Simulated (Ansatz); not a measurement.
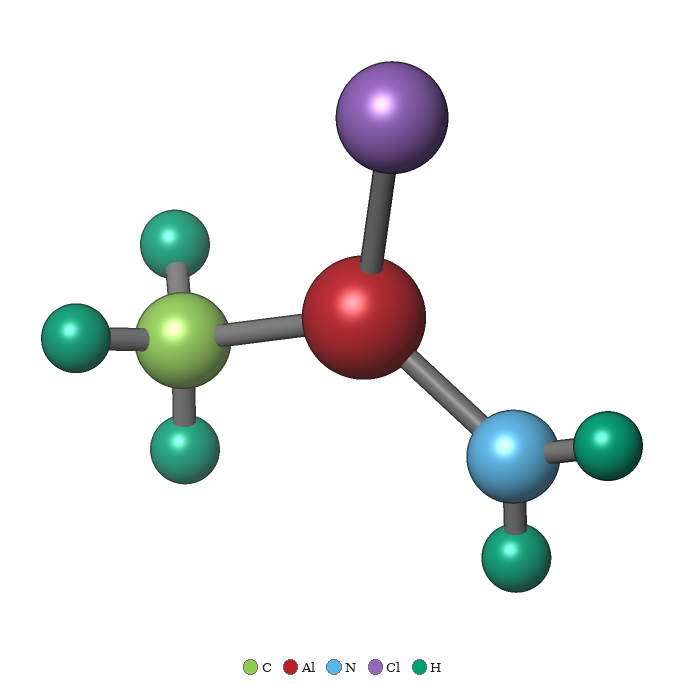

The picture shows a molecular structure as a ball-and-stick model.

Computed geometry: PBE0-D4/def2-TZVP optimisation.

Describe the molecule.

Formula CH5AlClN. Its SMILES string is `[CH3][Al]([NH2])[Cl]`. The point group is Cs. Coordination: 1 C tetrahedral; 1 Al trigonal planar; 1 N trigonal planar.

More results for the same structure follow; atom numbers are the same in all pictures, views and colours differ.

Shape

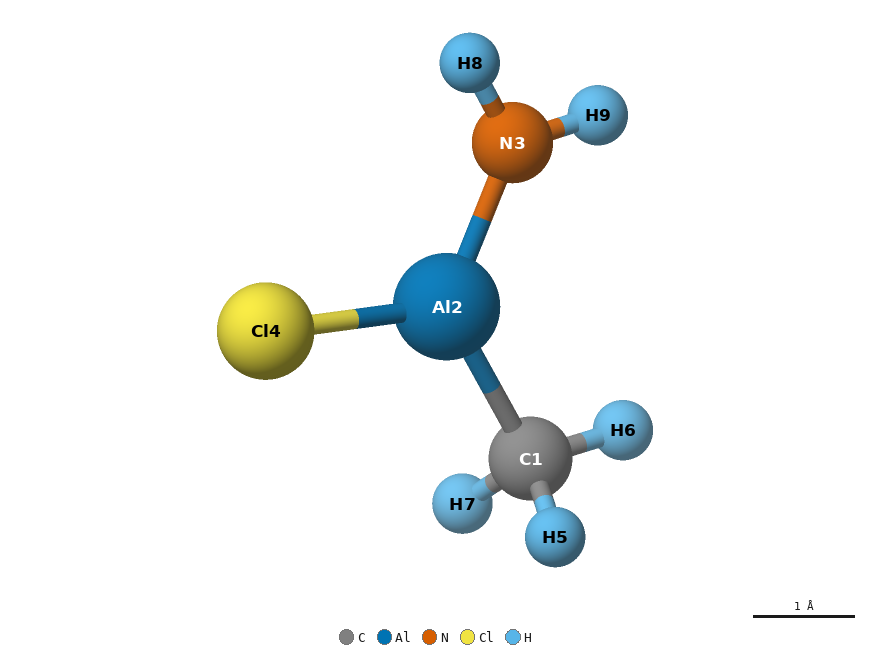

Atoms carry their numbers in the input.

List the bonds and their lengths.

| bond | length (Å) |
| --- | --- |
| C1–Al2 | 1.937 |
| C1–H5 | 1.094 |
| C1–H6 | 1.093 |
| C1–H7 | 1.094 |
| Al2–N3 | 1.760 |
| Al2–Cl4 | 2.107 |
| N3–H8 | 1.007 |
| N3–H9 | 1.007 |

Charges

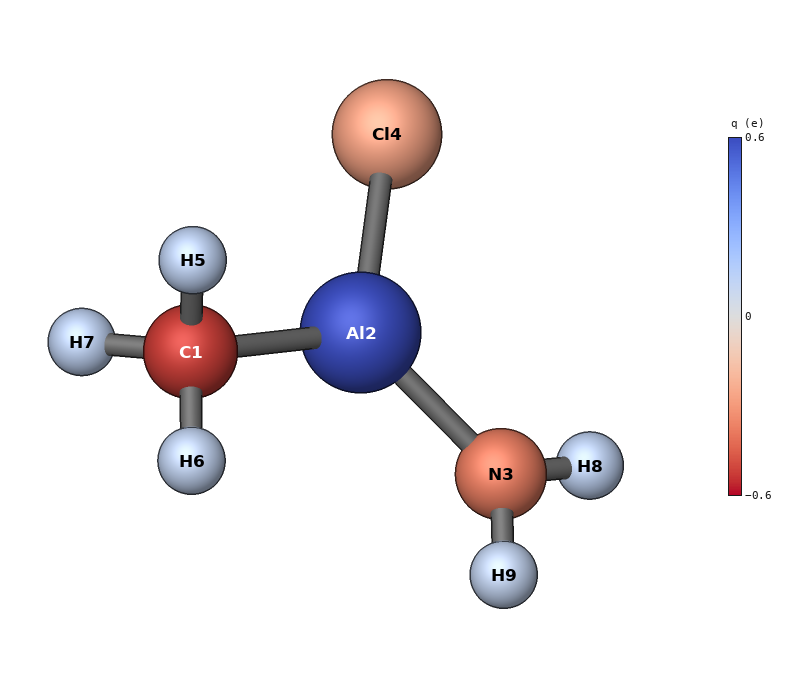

Atoms are coloured by their Mulliken charges. Level of theory: RKS ωB97M-V/def2-TZVPP (Ansatz 0.2.0).

Give the Mulliken charges atom by atom.

```json
{"atom": "C1", "value (e)": "−0.52"}
{"atom": "Al2", "value (e)": "0.59"}
{"atom": "N3", "value (e)": "−0.37"}
{"atom": "Cl4", "value (e)": "−0.26"}
{"atom": "H5", "value (e)": "0.12"}
{"atom": "H6", "value (e)": "0.11"}
{"atom": "H7", "value (e)": "0.12"}
{"atom": "H8", "value (e)": "0.12"}
{"atom": "H9", "value (e)": "0.10"}
```

Levels of theory compared

Program: Ansatz 0.2.0.

Compare HOMO energy (eV) at these levels: B3LYP-D4/def2-TZVPP; BLYP-D4/def2-TZVPP; CAM-B3LYP-D4/def2-TZVPP; PBE0-D4/def2-SVP; r2SCANh-D4/def2-TZVPP; revPBE-D4/def2-TZVPP; ωB97M-V/def2-QZVPP.

```json
{"level": "B3LYP-D4/def2-TZVPP", "HOMO energy (eV)": "−7.36"}
{"level": "BLYP-D4/def2-TZVPP", "HOMO energy (eV)": "−6.07"}
{"level": "CAM-B3LYP-D4/def2-TZVPP", "HOMO energy (eV)": "−9.07"}
{"level": "PBE0-D4/def2-SVP", "HOMO energy (eV)": "−7.40"}
{"level": "r2SCANh-D4/def2-TZVPP", "HOMO energy (eV)": "−7.03"}
{"level": "revPBE-D4/def2-TZVPP", "HOMO energy (eV)": "−6.14"}
{"level": "ωB97M-V/def2-QZVPP", "HOMO energy (eV)": "−10.06"}
```

Vibrations

Harmonic vibrations computed with RKS PBE0-D4/def2-TZVP (Ansatz 0.2.0) at a stationary point of the same level.

List the wavenumbers.

Answer. 21 modes: 58, 155, 178, 205, 378, 416, 464, 617, 654, 668, 746, 858, 1225, 1441, 1444, 1564, 3046, 3124, 3135, 3611, 3704 cm⁻¹.

Dipole moment

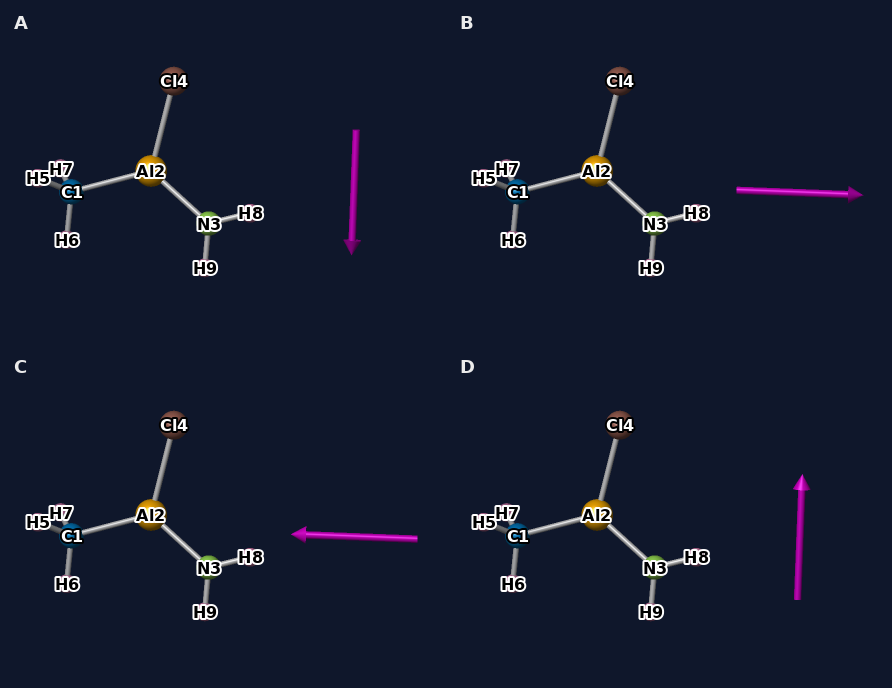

The same molecule four times, each with an arrow. Method: RKS r2SCAN-D4/def2-TZVPP (Ansatz 0.2.0).

Which arrow points along the dipole moment, from the negative to the positive end?

Answer. A. The dipole moment is 2.34 D; it points from the side of Cl4 to the side of H9 (the outermost atoms at the two ends).

Mulliken values depend strongly on the basis set and can even reverse the polarity of a bond.
